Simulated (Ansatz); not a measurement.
**triplet AlH3O at 6 levels**

Wanted: a comparison of 6 runs (U-r2SCAN0/STO-3G, UB3LYP/STO-3G, UBLYP/STO-3G, UPBE0/STO-3G, RPA@PBE/STO-3G, UCCSDTQ/STO-3G) of triplet AlH3O. 

Program for the calculation: Ansatz 0.2.0.

56 further runs of the same task are left out: 56 set aside as unsound or not needed.

### 1 The structure to begin with

The species is AlH3O (5 atoms), meant as a triplet with charge 0. As SMILES of the parent species, `[H][Al]([H])[OH]`. The shape comes from GFN2-xTB, which is rough for such elements, and wasn't checked as a minimum. That shape belongs to the parent species and isn't relaxed for this state.

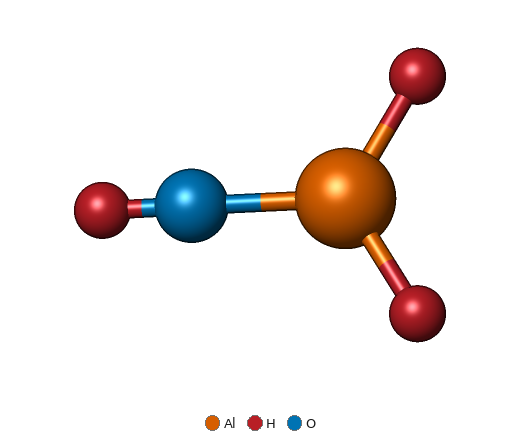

The structure, seen from a chosen angle (aluminium orange, hydrogen red, oxygen blue).

### 2 A single-point energy at U-r2SCAN0/STO-3G (run 1)

The input, run.yaml:

```yaml
crystal:
  periodic: [false, false, false]
  atoms:
    - {symbol: Al, position_ang: [0.271770, 0.451120, -0.109270]}
    - {symbol: H, position_ang: [1.798980, 0.417230, -0.221380]}
    - {symbol: H, position_ang: [-0.481020, 1.769010, -0.311810]}
    - {symbol: O, position_ang: [-0.555450, -0.920030, 0.226660]}
    - {symbol: H, position_ang: [-1.034280, -1.717330, 0.415800]}
basis:
  gaussian: {orbitals: STO-3G}
magnetization: {spin_polarized: true, initial_magnetization: 2}
total_charge: 0
hamiltonian: {xc: {name: r2SCAN0}}
accuracy: high
```

The run is started by

```sh
$ ansatz run run.yaml --threads 1 --pin off --max-ram 2610MiB --events-out events.jsonl --progress --plain --runs-dir runs
```

The program printed:

```text
Warning: RAYON_NUM_THREADS=1 ignored (pool sized by the plan → 1); use --threads N
Functional definition: r2SCAN0
  name "r2SCAN0"
  parameter a = 0.25
  parameter k0 = 0.174
  parameter k1 = 0.065
  parameter a1 = 4.9479
  exchange = (1 - a)*r2scan_x(k0 = k0, k1 = k1, a1 = a1) + a*exact_x
  correlation = r2scan_c
288 factors; integrals over basis functions are off by at most 2.9e-8 eV
mean field evaluation 1: about -8573.4211 eV, gradient 9.3e0 eV
mean field evaluation 2: about -8573.8275 eV, gradient 7.5e0 eV
mean field evaluation 4: about -8574.2183 eV, gradient 1.5e0 eV
mean field evaluation 8: about -8574.2702 eV, gradient 5.4e-1 eV
mean field evaluation 16: about -8575.0463 eV, gradient 5.1e-2 eV
mean field evaluation 32: about -8574.3173 eV, gradient 4.6e0 eV
mean field -8575.04633325 eV, -315.1271403718 hartree, gradient 3.6e-8 eV, S^2 2.002954; 4 other end points of the search recorded, 0 dependent functions left out
reference -8575.04633397 eV, -315.1271403983 hartree; 13, 11 occupied and 4, 6 virtual orbitals, 288 factors
Total energy: -8575.04633397 eV, -315.1271403983 hartree
```

Run time: 6.9 s. Hardware: 1 thread of Intel Xeon Platinum 8259CL at 2.50GHz (Skylake/Cascade Lake), shared host; peak memory 0.23 GiB.

### 3 A single-point energy at UB3LYP/STO-3G (run 2)

The input, molecule.yaml:

```yaml
crystal:
  periodic: [false, false, false]
  atoms:
    - {symbol: Al, position_ang: [0.271770, 0.451120, -0.109270]}
    - {symbol: H, position_ang: [1.798980, 0.417230, -0.221380]}
    - {symbol: H, position_ang: [-0.481020, 1.769010, -0.311810]}
    - {symbol: O, position_ang: [-0.555450, -0.920030, 0.226660]}
    - {symbol: H, position_ang: [-1.034280, -1.717330, 0.415800]}
basis:
  gaussian: {orbitals: STO-3G}
magnetization: {spin_polarized: true, initial_magnetization: 2}
hamiltonian: {xc: {name: B3LYP}}
accuracy: high
```

The run is started by

```sh
$ ansatz run molecule.yaml --threads 1 --pin off --max-ram 2610MiB --events-out events.jsonl --progress --plain --runs-dir runs
```

The program printed:

```text
Warning: RAYON_NUM_THREADS=1 ignored (pool sized by the plan → 1); use --threads N
Functional definition: B3LYP
  name "B3LYP"
  parameter a0 = 0.2
  parameter ax = 0.72
  parameter ac = 0.81
  exchange = (1 - a0 - ax)*slater_x + ax*b88_x + a0*exact_x
  correlation = (1 - ac)*vwn_rpa_c + ac*lyp_c
288 factors; integrals over basis functions are off by at most 2.9e-8 eV
mean field evaluation 1: about -8575.3484 eV, gradient 9.8e0 eV
mean field evaluation 2: about -8575.9189 eV, gradient 6.5e0 eV
mean field evaluation 4: about -8576.1938 eV, gradient 1.9e0 eV
mean field evaluation 8: about -8576.2017 eV, gradient 1.2e0 eV
mean field evaluation 16: about -8576.8824 eV, gradient 2.3e-3 eV
mean field -8576.88240703 eV, -315.1946148385 hartree, gradient 7.1e-8 eV, S^2 2.001850; 4 other end points of the search recorded, 0 dependent functions left out
reference -8576.88243446 eV, -315.1946158466 hartree; 13, 11 occupied and 4, 6 virtual orbitals, 288 factors
Total energy: -8576.88243446 eV, -315.1946158466 hartree
```

Wall time 2.9 s (1 thread of Intel Xeon Platinum 8259CL at 2.50GHz (Skylake/Cascade Lake), shared host); peak memory 0.14 GiB.

Run 3 isn't shown in full; the table further down has it.

### 4 The energy at UPBE0/STO-3G (run 4)

The input, job.yaml:

```yaml
crystal:
  periodic: [false, false, false]
  atoms:
    - {symbol: Al, position_ang: [0.271770, 0.451120, -0.109270]}
    - {symbol: H, position_ang: [1.798980, 0.417230, -0.221380]}
    - {symbol: H, position_ang: [-0.481020, 1.769010, -0.311810]}
    - {symbol: O, position_ang: [-0.555450, -0.920030, 0.226660]}
    - {symbol: H, position_ang: [-1.034280, -1.717330, 0.415800]}
basis:
  gaussian:
    orbitals: STO-3G
magnetization:
  spin_polarized: true
  initial_magnetization: 2
hamiltonian:
  xc: pbe0
accuracy: high
```

The run is started by

```sh
$ ansatz run job.yaml --threads 1 --pin off --max-ram 2610MiB --events-out events.jsonl --progress --plain --runs-dir runs
```

The program printed:

```text
Warning: RAYON_NUM_THREADS=1 ignored (pool sized by the plan → 1); use --threads N
Functional definition: PBE0
  name "PBE0"
[... 1 set-up line as earlier in the session ...]
  parameter kappa = 0.804
  parameter beta = 0.06672455060314922
  exchange = (1 - a)*pbe_x(kappa = kappa, mu = beta*pi^2/3) + a*exact_x
  correlation = pbe_c(beta = beta)
288 factors; integrals over basis functions are off by at most 2.9e-8 eV
mean field evaluation 1: about -8569.9870 eV, gradient 9.4e0 eV
mean field evaluation 2: about -8570.4475 eV, gradient 7.0e0 eV
mean field evaluation 4: about -8570.7591 eV, gradient 1.4e0 eV
mean field evaluation 8: about -8570.7835 eV, gradient 4.1e-1 eV
mean field evaluation 16: about -8571.5992 eV, gradient 2.7e-6 eV
mean field evaluation 32: about -8571.3857 eV, gradient 1.1e0 eV
mean field -8571.59919120 eV, -315.0004602381 hartree, gradient 2.5e-8 eV, S^2 2.001878; 4 other end points of the search recorded, 0 dependent functions left out
reference -8571.59919269 eV, -315.0004602928 hartree; 13, 11 occupied and 4, 6 virtual orbitals, 288 factors
Total energy: -8571.59919269 eV, -315.0004602928 hartree
```

Wall time 4.2 s (1 thread of Intel Xeon Platinum 8259CL at 2.50GHz (Skylake/Cascade Lake), shared host); peak memory 0.14 GiB.

Run 5 isn't shown in full; the table further down has it.

### 5 A single-point energy at UCCSDTQ/STO-3G (run 6)

Edit run.yaml of step 2 so:

```diff
@@ -9,6 +9,12 @@
 basis:
-  gaussian: {orbitals: STO-3G}
-magnetization: {spin_polarized: true, initial_magnetization: 2}
-total_charge: 0
-hamiltonian: {xc: {name: r2SCAN0}}
+  gaussian:
+    orbitals: STO-3G
+magnetization:
+  spin_polarized: true
+  initial_magnetization: 2
+correlation:
+  method: ccsdtq
+  frozen_orbitals: {Al: 5, H: 0, O: 1}
 accuracy: high
+scf:
+  omitted_lower_state_checks: [cluster_reference, increment]
```

The run is started by

```sh
$ ansatz run run.yaml --threads 1 --pin off --max-ram 2610MiB --events-out events.jsonl --progress --plain --runs-dir runs
```

The program printed:

```text
Warning: RAYON_NUM_THREADS=1 ignored (pool sized by the plan → 1); use --threads N
[... 15 lines left out ...]
6 core orbitals not correlated: weight in the atoms' cores, before any rotation towards them, 0.999 or more for the frozen orbitals, at most 0.000 for the correlated occupied ones
[... 57 lines left out ...]
Total energy: -8555.05215151 eV, -314.3923677454 hartree
Checks for a lower state left out: cluster_reference, increment
```

Run time: 56 s. Hardware: 1 thread of Intel Xeon Platinum 8259CL at 2.50GHz (Skylake/Cascade Lake), shared host; peak memory 0.23 GiB.

### 6 Overview of the runs

```
run             level  frozen core orbitals  energy (Eh)   ⟨S²⟩  wall time
  1  U-r2SCAN0/STO-3G                     –  -315.127140  2.003      6.9 s
  2     UB3LYP/STO-3G                     –  -315.194616  2.002      2.9 s
  3      UBLYP/STO-3G                     –  -315.139857  2.001      4.2 s
  4      UPBE0/STO-3G                     –  -315.000460  2.002      4.2 s
  5    RPA@PBE/STO-3G                     6  -314.464738  2.001      6.9 s
  6    UCCSDTQ/STO-3G                     6  -314.392368  2.020       56 s
```

### 7 Summary of results

| quantity | value |
| --- | --- |
| run 6: total energy | -314.39237 Eh |
| run 6: correlation energy (6 core orbitals frozen) | -73.2 mEh |
| run 6: ⟨S²⟩ of the reference determinant | 2.020 |
| run 6: T1 diagnostic | 0.039 |

**Reading.** Totals of different functionals can't be ranked against each other. In runs 1, 2, 3, 4, 5, 6 the basis is minimal, so the values are rough. All runs together took 81 s, the longest 56 s.
